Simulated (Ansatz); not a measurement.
## Ga2O3: response to strain

Consider Ga₂O₃ in the corundum structure (space group R-3c, No. 167; a = 4.9846 Å, c = 13.4416 Å (hexagonal axes)). Axes: x lies along a and z along c of the hexagonal cell.

Strains are applied to the cell and any free atomic positions relax.

Calculations: r2SCAN (Ansatz, a program for electronic structure; PAW; 500 eV plane waves; no spin-orbit coupling).

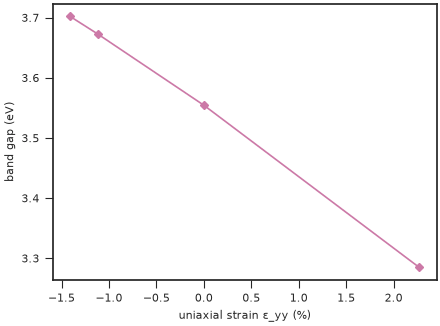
*Band gap against uniaxial strain ε_yy*

**Question.** From the plot, what is the band gap for uniaxial strain ε_yy = −1.41 %?

**Answer.** About 3.70 eV.

**Question.** Is the trend monotonic over the range shown?

**Answer.** Yes, it falls throughout, spanning 3.28 eV to 3.70 eV.

Stability against distortions was not tested.
